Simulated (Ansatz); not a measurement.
# linear Ag chain: one chain at several levels of theory

Wanted: the relaxed geometry and the open channels of the linear Ag chain, by several methods.

Main program and level: Ansatz 0.2.0; DFT PBE, plane waves, PAW; relaxation of a chain's period, in the first sound run; inputs show where later runs differ.

### 1. The structure

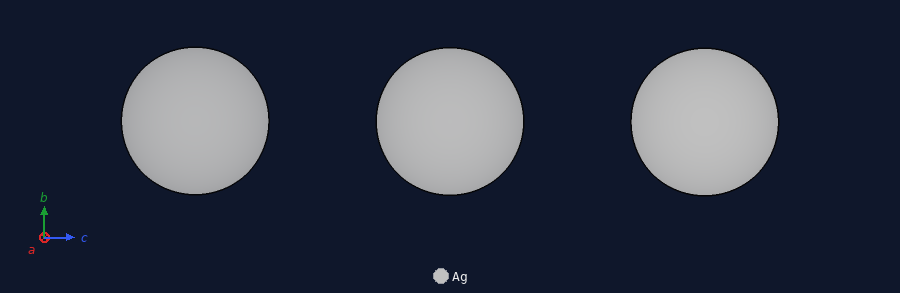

The cell as given, from the side, with the c axis across the page (silver light grey). 1×1×2 cells are drawn. Some periodic images of atoms are drawn too.

The cell holds 1 atom: 1 Ag. Its edges and angles: a = 7.500 Å, b = 7.500 Å, c = 2.697 Å, α = 90.0°, β = 90.0°, γ = 90.0°. Vacuum lies along a and b. The structure's axis is c.

As a file:

```cif
data_structure
_symmetry_space_group_name_H-M 'P 1'
_symmetry_Int_Tables_number 1
_cell_length_a 7.5000
_cell_length_b 7.5000
_cell_length_c 2.6970
_cell_angle_alpha 90.000
_cell_angle_beta 90.000
_cell_angle_gamma 90.000
_cell_volume 151.71
loop_
_atom_site_label
_atom_site_type_symbol
_atom_site_fract_x
_atom_site_fract_y
_atom_site_fract_z
_atom_site_occupancy
Ag1 Ag 0.50000 0.50000 0.00000 1
```

### 2. Relaxing the period, level PBE, cutoff 420 eV

Band widths follow the bond lengths, so the chain is relaxed first. The atoms and the third cell vector are free; the box across stays fixed as vacuum. Moments are seeded so that a magnetic state can form if it lies lower. A Fermi-Dirac smearing is set since the result may be a metal. The pressure printed is a third of the stress's trace over the whole box, vacuum included; only the stress along the axis is relaxed.

input.yaml reads:

```yaml
crystal:
  lattice:
    - [7.5, 0.0, 0.0]
    - [0.0, 7.5, 0.0]
    - [0.0, 0.0, 2.697]
  atoms:
    - { symbol: Ag, position: [0.5, 0.5, 0.0], spin: 0.5 }
magnetization:
  spin_polarized: true
kpoints:
  mp_grid: { grid: [1, 1, 30] }
scf:
  occupations: { method: fermi_dirac, width: 0.05 }
hamiltonian:
  xc: pbe
relax:
  cell: { fix: [a, b, alpha, beta, gamma] }
  max_steps: 60
```

Launch:

```bash
> ansatz run input.yaml --threads 4 --pin off --max-ram 8192MiB --backend cpu --events-out ev --progress --plain --runs-dir out
```

Numbers of over 12 decimals in the logs are rounded to 6 here.

What it wrote:

```text
Engine: ansatz 0.2.0, aarch64-unknown-linux-gnu
Pseudopotentials: kind: paw
Pseudopotential: Ag, paw, valence charge 19, recommended cutoff 420 eV (normal), Ag.paw.azcp
Functional definition: PBE
  parameter kappa = 0.804
  parameter beta = 0.066725
  exchange = pbe_x(kappa = kappa, mu = beta*pi^2/3)
  correlation = pbe_c(beta = beta)
Crystal: 1 atoms, lattice volume = 151.706 Å³
Basis set: ecut = 420 eV, 3017 PW (Γ), exchange–correlation on 108×108×40 points (8 copies of the dense FFT grid, shifted against one another)
Bands: 14, of which v1, the nominal top of the filled ones, is band 10 counted from 1 (9 counted from 0)
Symmetry: 16 space group operations
Space group: P4/mmm (ITA 123), of the structure as read, at distance tolerance 5.3e-5 Å
Magnetic group: BNS 123.339 (UNI 999), of the structure as read, at distance tolerance 5.3e-5 Å
k-points: 16 of 30
Non-local potential: Ag, projectors of the file, l = 0: 3, l = 1: 2, l = 2: 2, l = 3: 1
PAW form: soft (Blöchl's): semilocal exchange-correlation on the pseudo side does not see the compensation charge
PAW one-centre angular grid: Ag, 590 points (default); XC on 64 Gauss nodes
Initial density: superposition of atomic densities (neutral atoms: chi_scale 0, normalization atom)
Starting moments: Σ|m| = 0.5 μB on 1 of 1 site
Initial wavefunctions: pseudopotential atomic-orbital guess
Functional: x = pbe(κ = 0.804, μ = 0.219515), c = pbe(β = 0.066725)
iter 1 solved again at ethr=3.23e-4 eV; its pass at ethr=3.10e-3 eV (dr2=6.13e-2 eV) is discarded
SCF iter   1: F=—  HF=-7589.186951 eV  |F-HF|=—  |Δ(HF+E_count)|=         —  Δρ=1.42e-2 (↑1.42e-2 ↓8.91e-3)  dr2=6.35e-2  dr2_m=1.79e-1  M=0.013 μB ∫|m|=0.036 μB  β_m=0.30  ethr=3.23e-4  ⟨swp⟩=1.0  Hψ=2863  notcnv=0
preconditioner: auto → Resta (q_TF=auto, 1.930 Å⁻¹)  ε∞=2.6  [insulator: Δε(μ)=0.210 eV  Ē_g=7.910 eV  σ=0.050 eV  W_gap=0.78  n_scr=20 (ndim 8)  ℏωp=10.0 eV  f_vac=0.721  D(μ)=0.29/eV (n_scr^D=0)  ε∞_Penn≈2.6  vacuum switching on, ρ_ref=4.5e-3 e/Å³]
spin=Collinear: Resta preconditioning applied to the charge; magnetization (m = ρ↑ − ρ↓) channel mixes plain (no charge-response kernel on spin).
SCF iter   2: F=—  HF=-7589.194724 eV  |F-HF|=—  |Δ(HF+E_count)|=   7.77e-3  Δρ=9.03e-3 (↑9.03e-3 ↓7.55e-3)  dr2=1.16e-2  dr2_m=9.29e-2  M=0.008 μB ∫|m|=0.027 μB  β_m=0.30  ethr=3.23e-4  ⟨swp⟩=2.4  Hψ=716  notcnv=0
SCF iter   3: F=—  HF=-7589.204278 eV  |F-HF|=—  |Δ(HF+E_count)|=   9.55e-3  Δρ=6.05e-3 (↑5.83e-3 ↓6.05e-3)  dr2=2.26e-3  dr2_m=4.81e-2  M=0.005 μB ∫|m|=0.020 μB  β_m=0.30  ethr=6.08e-5  ⟨swp⟩=2.0  Hψ=740  notcnv=0
SCF iter   4: F=—  HF=-7589.209902 eV  |F-HF|=—  |Δ(HF+E_count)|=   5.62e-3  Δρ=4.24e-3 (↑4.24e-3 ↓4.22e-3)  dr2=7.52e-5  dr2_m=2.49e-2  M=0.003 μB ∫|m|=0.016 μB  β_m=0.30  ethr=1.19e-5  ⟨swp⟩=2.4  Hψ=765  notcnv=0
SCF iter   5: F=—  HF=-7589.212539 eV  |F-HF|=—  |Δ(HF+E_count)|=   2.64e-3  Δρ=3.06e-3 (↑3.06e-3 ↓3.04e-3)  dr2=3.75e-5  dr2_m=1.29e-2  M=0.002 μB ∫|m|=0.012 μB  β_m=0.30  ethr=3.96e-7  ⟨swp⟩=2.0  Hψ=621  notcnv=0
SCF iter   6: F=—  HF=-7589.213885 eV  |F-HF|=—  |Δ(HF+E_count)|=   1.35e-3  Δρ=2.20e-3 (↑2.20e-3 ↓2.19e-3)  dr2=9.24e-7  dr2_m=6.69e-3  M=0.001 μB ∫|m|=0.009 μB  β_m=0.30  ethr=1.97e-7  ⟨swp⟩=2.0  Hψ=697  notcnv=0
SCF iter   7: F=—  HF=-7589.214578 eV  |F-HF|=—  |Δ(HF+E_count)|=   6.93e-4  Δρ=1.58e-3 (↑1.58e-3 ↓1.58e-3)  dr2=3.84e-7  dr2_m=3.48e-3  M=0.001 μB ∫|m|=0.007 μB  β_m=0.30  ethr=4.86e-9  ⟨swp⟩=3.3  Hψ=952  notcnv=0
Mixer restart at iter 7: flushing history
spin-set hold released at iteration 7 (site moments contracting): the magnetisation degrees of freedom join the quasi-Newton model from the next iteration; the mixer history was flushed
SCF iter   8: F=—  HF=-7589.214934 eV  |F-HF|=—  |Δ(HF+E_count)|=   3.56e-4  Δρ=1.14e-3 (↑1.14e-3 ↓1.14e-3)  dr2=2.18e-7  dr2_m=1.81e-3  M=0.001 μB ∫|m|=0.005 μB  β_m=0.65  ethr=2.02e-9  ⟨swp⟩=3.0  Hψ=910  notcnv=0
SCF iter   9: F=—  HF=-7589.215314 eV  |F-HF|=—  |Δ(HF+E_count)|=   3.80e-4  Δρ=1.54e-5 (↑1.40e-5 ↓1.54e-5)  dr2=1.04e-8  dr2_m=2.99e-7  M=-0.000 μB ∫|m|=0.000 μB  β_m=0.82  ethr=1.15e-9  ⟨swp⟩=3.4  Hψ=1026  notcnv=0
SCF iter  10: F=—  HF=-7589.215298 eV  |F-HF|=—  |Δ(HF+E_count)|=   1.65e-5  Δρ=5.91e-6 (↑5.91e-6 ↓4.25e-6)  dr2=6.08e-9  dr2_m=3.50e-8  M=-0.000 μB ∫|m|=0.000 μB  β_m=0.91  ethr=5.45e-11  ⟨swp⟩=4.1  Hψ=1334  notcnv=0
SCF iter  11: F=—  HF=-7589.215298 eV  |F-HF|=—  |Δ(HF+E_count)|=   7.95e-8  Δρ=2.42e-6 (↑1.78e-6 ↓2.42e-6)  dr2=2.15e-8  dr2_m=2.33e-10  M=-0.000 μB ∫|m|=0.000 μB  β_m=0.69  ethr=3.20e-11  ⟨swp⟩=3.5  Hψ=1257  notcnv=0
SCF iter  12: F=—  HF=-7589.215298 eV  |F-HF|=—  |Δ(HF+E_count)|=   6.35e-9  Δρ=2.18e-7 (↑2.18e-7 ↓1.83e-7)  dr2=3.18e-11  dr2_m=4.90e-11  M=-0.000 μB ∫|m|=0.000 μB  β_m=0.84  ethr=3.20e-11  ⟨swp⟩=3.1  Hψ=1187  notcnv=0
SCF iter  13: F=-7589.215298 eV  HF=-7589.215298 eV  |F-HF|=7.28e-12  |Δ(HF+E_count)|=  1.02e-10  Δρ=2.44e-8 (↑2.13e-8 ↓2.44e-8)  dr2=1.06e-12  dr2_m=3.31e-13  M=-0.000 μB ∫|m|=0.000 μB  ethr=1.00e-12  ⟨swp⟩=2.0  Hψ=881  notcnv=0
WARN: the starting moments were not kept: the SCF closed with an absolute magnetisation of 5.4e-7 μB, where they sum to 0.5 μB in size (1 site). That is at most 0.1 of that sum. Measured as dr2_m measures the in/out step, that magnetisation stands 6.5e-14 eV from none, at or under the dr2_threshold of 1.0e-7 eV: it is no larger than a step whose dr2_m would equal this threshold. The system may hold no moment; this SC [...]
SCF 1 converged in 13 iterations: F = -7589.215298 eV  dr2 = 1.06e-12
  greatest PAW one-centre occupation: 1.000 electrons in one spin orbital (limit 2), on the Ag atom at site 0 (counted from 0), in its partial waves of l = 0
relax step   1: F+E_penalty+E_count = -7589.21529763 eV  Δ(F+E_penalty+E_count) = +0.000e0 eV  max|allowed force component| = 0.000e0 eV/Å  Δτ_max = 0.0000 Å  P = -0.245 GPa  Ω = 151.706 Å³  fix = [a, b, alpha, beta, gamma]  reactions: a -0.140, b -0.140 GPa  (13 SCF iters, dr2 threshold 1.00e-7 eV, accepted)
Crystal: 1 atoms, lattice volume = 150.507 Å³
Basis set: ecut = 420 eV, 3009 PW (Γ), exchange–correlation on 108×108×40 points (8 copies of the dense FFT grid, shifted against one another)
Initial density: handed on by an earlier stage of this run
Starting moments: Σ|m| = 0.5 μB on 1 of 1 site; this step starts from the density that it was given
Initial wavefunctions: those handed on with the density
iter 1 solved again at ethr=1.43e-7 eV; its pass at ethr=3.10e-3 eV (dr2=2.73e-5 eV) is discarded
[...]
preconditioner: auto → Resta (q_TF=auto, 1.935 Å⁻¹)  ε∞=2.5  [insulator: Δε(μ)=0.333 eV  Ē_g=8.200 eV  σ=0.050 eV  W_gap=0.93  n_scr=20 (ndim 8)  ℏωp=10.1 eV  f_vac=0.729  D(μ)=0.18/eV (n_scr^D=0)  ε∞_Penn≈2.5  vacuum switching on, ρ_ref=4.9e-3 e/Å³]
spin=Collinear: Resta preconditioning applied to the charge; magnetization (m = ρ↑ − ρ↓) channel mixes plain (no charge-response kernel on spin).
SCF iter   2: F=—  HF=-7589.218878 eV  |F-HF|=—  |Δ(HF+E_count)|=   4.98e-6  Δρ=9.22e-5 (↑9.22e-5 ↓4.90e-5)  dr2=6.77e-6  dr2_m=5.31e-6  M=0.000 μB ∫|m|=0.000 μB  β_m=0.42  ethr=1.85e-7  ⟨swp⟩=2.3  Hψ=633  notcnv=0
SCF iter   3: F=—  HF=-7589.218880 eV  |F-HF|=—  |Δ(HF+E_count)|=   2.31e-6  Δρ=3.62e-5 (↑3.62e-5 ↓2.51e-5)  dr2=9.84e-7  dr2_m=9.63e-7  M=0.000 μB ∫|m|=0.000 μB  β_m=0.61  ethr=3.56e-8  ⟨swp⟩=2.3  Hψ=614  notcnv=0
iter 4 did not close the SCF: its close was put off for a magnetic moment that had not settled (scf_convergence_deferred on its scf_iter line)
SCF iter   4: F=-7589.218881 eV  HF=-7589.218881 eV  |F-HF|=5.33e-9  |Δ(HF+E_count)|=   8.19e-7  Δρ=2.50e-6 (↑2.50e-6 ↓2.11e-6)  dr2=3.38e-8  dr2_m=4.10e-9  M=0.000 μB ∫|m|=0.000 μB  β_m=0.81  ethr=5.26e-10  ⟨swp⟩=2.6  Hψ=1648  notcnv=0
iter 5 did not close the SCF: its close was put off for a magnetic moment that had not settled (scf_convergence_deferred on its scf_iter line)
SCF iter   5: F=-7589.218881 eV  HF=-7589.218881 eV  |F-HF|=1.82e-12  |Δ(HF+E_count)|=  3.71e-10  Δρ=4.23e-7 (↑3.34e-7 ↓4.23e-7)  dr2=7.32e-10  dr2_m=6.35e-11  M=0.000 μB ∫|m|=0.000 μB  β_m=0.90  ethr=1.78e-10  ⟨swp⟩=2.0  Hψ=1366  notcnv=0
SCF iter   6: F=-7589.218881 eV  HF=-7589.218881 eV  |F-HF|=1.73e-11  |Δ(HF+E_count)|=  1.66e-10  Δρ=7.21e-8 (↑7.21e-8 ↓5.29e-8)  dr2=1.70e-11  dr2_m=1.22e-12  M=0.000 μB ∫|m|=0.000 μB  ethr=3.86e-12  ⟨swp⟩=1.0  Hψ=1199  notcnv=0
the starting moments were not kept: the SCF closed with an absolute magnetisation of 3.3e-7 μB, where they sum to 0.5 μB in size (1 site). That is at most 0.1 of that sum. Measured as dr2_m measures the in/out step, that magnetisation stands 3.0e-14 eV from none, at or under the dr2_threshold of 1.0e-7 eV: it is no larger than a step whose dr2_m would equal this threshold.
SCF 3 converged in 6 iterations: F = -7589.218881 eV  dr2 = 1.70e-11
relax step   3: F+E_penalty+E_count = -7589.21888123 eV  Δ(F+E_penalty+E_count) = -9.219e-4 eV  max|allowed force component| = 0.000e0 eV/Å  Δτ_max = 0.0000 Å  P = -0.085 GPa  Ω = 149.237 Å³  energy of the carried Pulay correction = +1.530e-4 eV  fix = [a, b, alpha, beta, gamma]  reactions: a -0.141, b -0.141 GPa  (6 SCF iters, dr2 threshold 1.00e-7 eV, accepted)
Basis set: ecut = 420 eV, 3009 PW (Γ), exchange–correlation on 108×108×36 points (8 copies of the dense FFT grid, shifted against one another)
Initial wavefunctions: pseudopotential atomic-orbital guess (no wavefunctions were taken with the density)
iter 1 solved again at ethr=1.99e-7 eV; its pass at ethr=3.10e-3 eV (dr2=3.79e-5 eV) is discarded
SCF iter   1: F=—  HF=-7589.218719 eV  |F-HF|=—  |Δ(HF+E_count)|=         —  Δρ=1.15e-5 (↑1.14e-5 ↓1.15e-5)  dr2=1.30e-7  dr2_m=1.27e-12  M=-0.000 μB ∫|m|=0.000 μB  β_m=0.30  ethr=1.99e-7  ⟨swp⟩=3.0  Hψ=3502  notcnv=0
preconditioner: auto → Resta (q_TF=auto, 1.935 Å⁻¹)  ε∞=2.5  [insulator: Δε(μ)=0.335 eV  Ē_g=8.205 eV  σ=0.050 eV  W_gap=0.93  n_scr=20 (ndim 8)  ℏωp=10.1 eV  f_vac=0.728  D(μ)=0.18/eV (n_scr^D=0)  ε∞_Penn≈2.5  vacuum switching on, ρ_ref=4.9e-3 e/Å³]
spin=Collinear: Resta preconditioning applied to the charge; magnetization (m = ρ↑ − ρ↓) channel mixes plain (no charge-response kernel on spin).
SCF iter   2: F=—  HF=-7589.218717 eV  |F-HF|=—  |Δ(HF+E_count)|=   2.03e-6  Δρ=7.63e-6 (↑7.61e-6 ↓7.63e-6)  dr2=5.27e-8  dr2_m=6.61e-13  M=-0.000 μB ∫|m|=0.000 μB  β_m=0.50  ethr=6.87e-10  ⟨swp⟩=2.7  Hψ=732  notcnv=0
SCF iter   3: F=—  HF=-7589.218717 eV  |F-HF|=—  |Δ(HF+E_count)|=   7.10e-8  Δρ=2.12e-6 (↑2.12e-6 ↓2.12e-6)  dr2=3.68e-9  dr2_m=7.73e-14  M=0.000 μB ∫|m|=0.000 μB  β_m=0.54  ethr=2.77e-10  ⟨swp⟩=2.4  Hψ=700  notcnv=0
SCF iter   4: F=—  HF=-7589.218717 eV  |F-HF|=—  |Δ(HF+E_count)|=   8.23e-9  Δρ=2.60e-7 (↑2.60e-7 ↓2.60e-7)  dr2=9.29e-11  dr2_m=7.35e-15  M=0.000 μB ∫|m|=0.000 μB  β_m=0.77  ethr=1.94e-11  ⟨swp⟩=2.0  Hψ=743  notcnv=0
SCF iter   5: F=-7589.218717 eV  HF=-7589.218717 eV  |F-HF|=1.82e-12  |Δ(HF+E_count)|=  6.42e-10  Δρ=2.21e-8 (↑2.17e-8 ↓2.21e-8)  dr2=1.73e-12  dr2_m=5.34e-16  M=-0.000 μB ∫|m|=0.000 μB  ethr=1.00e-12  ⟨swp⟩=5.4  Hψ=1681  notcnv=0
the starting moments were not kept: the SCF closed with an absolute magnetisation of 3.8e-9 μB, where they sum to 0.5 μB in size (1 site). That is at most 0.1 of that sum. Measured as dr2_m measures the in/out step, that magnetisation stands 4.3e-18 eV from none, at or under the dr2_threshold of 1.0e-11 eV: it is no larger than a step whose dr2_m would equal this threshold.
SCF 4 converged in 5 iterations: F = -7589.218717 eV  dr2 = 1.73e-12
relax step   4: F+E_penalty+E_count = -7589.21871660 eV  Δ(F+E_penalty+E_count) = +1.646e-4 eV  max|allowed force component| = 0.000e0 eV/Å  Δτ_max = 0.0000 Å  P = -0.085 GPa  Ω = 149.237 Å³  fix = [a, b, alpha, beta, gamma]  reactions: a -0.141, b -0.141 GPa  stress off target by 2.69e-2 GPa on what of the cell is left free  SCF on the basis re-selected at this cell (its energy is not comparable with the rows above)  (5 SCF iters)
basis re-selected at this cell: Δ(F+E_penalty+E_count) = +1.646e-4 eV, ΔP = +0.001 GPa vs the last step (what re-selecting the basis moved, of the pressure what is left beyond the Pulay correction that the steps carried, after the strain that the cell walked since its last selection, with what the two solves' SCF thresholds leave and, on support functions, any second-order correction that the steps lacked; it is no measure of the basis error at this ecutwfc). The dense FFT grid was sized anew with the basis: this SCF ran on 54×54×18 points, the steps before it on 54×54×20, so part of this shift can come from that change (see relax.cell in the input reference). [rest of the remark cut]
SCF converged after 5 iterations
Magnetization: -0.0000 μB (9.5000 up, 9.5000 down)
Absolute magnetization: 0.0000 μB (∫|ρ↑−ρ↓|, with the PAW one-centre terms)
Spin contamination: 0.0000 ħ² per cell (⟨S²⟩ above its minimum at these occupations)
Per-site moments (μB) at R_I (Å): [(-1.0078842975998215e-10, 1.094405)]
Free energy (F): -7589.218717 eV
Harris-Foulkes:  -7589.218717 eV  (|F-HF|=1.82e-12)
Internal energy: -7589.216731 eV  (E = F + TS)
E sigma→0 (E₀):  -7589.217724 eV
Entropy (-TS):   -0.001985 eV (-1.985 meV/atom)
Fermi energy:    -2.609558 eV
--- Per-component energies (eV) ---
  E_band       = -582.609351
  E_kinetic    = 528.410347
  E_local      = -6161.629926  (includes V_loc(G=0)·N_el)
  E_nonlocal   = 81.859226
  E_hartree    = 2808.261534
  E_xc         = -182.766158
  E_vxc        = -231.804094  (∫ρ·V_xc dr)
  E_paw        = -3904.525845  (= ΣΔE_a)
  E_vpaw       = -415.968395  (= ΣTr[D̂ρ^β])
  E_aug_tail   = 0.000317  (compensation charges beyond the density's cutoff)
  E_ewald      = -758.826225
  E_smearing   = -0.001985  (= −TS)
  E_closure    = 0.000000  (closes the sum)
  Σ components = -7589.218717   (vs F -7589.218717, Δ=0.00e0)
--- Forces (eV/Å), atoms counted from 1 ---
  atom   1  Ag    -0.00000000    -0.00000000     0.00000000
  max |Σ_I F_I| component: 1.26e-28 eV/Å
--- Stress (GPa, compression-positive) ---
       -0.140509       0.000000      -0.000000
        0.000000      -0.140509       0.000000
       -0.000000       0.000000       0.026945
  P = ⅓ Tr σ = -0.0847 GPa (-0.847 kbar)
--- Relaxed structure (3 steps of the walk, 3 accepted, 1 SCFs on fresh bases) ---
  F+E_penalty+E_count = -7589.21871660 eV   max|allowed force component| = 0.000e0 eV/Å   (the final SCF, on the basis selected at the relaxed cell)
  cell:  # Å, volume = 149.2370 Å³
    - [7.5, 0, 0]
    - [0, 7.5, 0]
    - [0, 0, 2.653102]
  atoms:
    - { symbol: Ag, position: [0.5, 0.5, 0.0] }
```

It took 5.7 s on 4 threads of Arm Neoverse V1, shared host; peak memory 0.4 GiB.

Relaxation path:

```tsv
step	energy less that of the first step (eV)	largest force component (eV/Å)	pressure (GPa)	volume (Å³)
1	0.0000	0.0000	-0.24	151.71
2	-0.0027	0.0000	-0.17	150.51
3	-0.0036	0.0000	-0.09	149.24
4*	-0.0034	0.0000	-0.08	149.24
```

Relaxation steps marked * repeat the geometry before them on a plane-wave basis chosen anew for their cell, so energy and pressure can jump there.

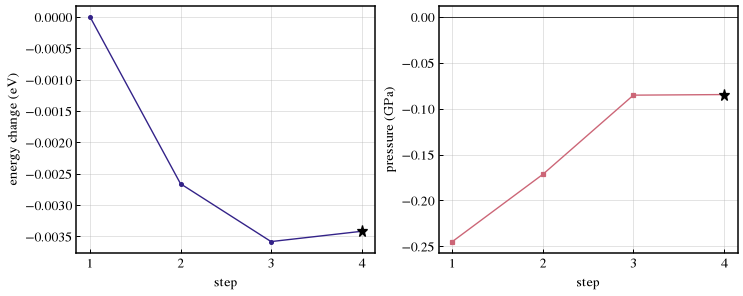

Energy and pressure along the relaxation. Stars mark steps on a basis chosen anew.

```tsv
cell as run	before	after	change
c (Å)	2.697	2.653	-1.6 %
```

The relaxed structure:

```xyz
1
Lattice="7.5000 0.0000 0.0000 0.0000 7.5000 0.0000 0.0000 0.0000 2.6531" Properties=species:S:1:pos:R:3
Ag    3.7500    3.7500    0.0000
```

Numbers from this step:

* energy at zero smearing: -7589.2177 eV
* cell length along the wire: 2.653 Å

The cell's length comes to 2.653 Å with no moment.

(Part 1 of 3 ends here.)

[Logs are printed without paths, hosts, clocks, repeated set-up lines and the standing remarks that a program may print on its own settings, such as how far it seeks lower states.]

[Hosts, paths, dates, database ids (printed as entryN), source tags and the programs' standing remarks are cut or masked in the printed files.]
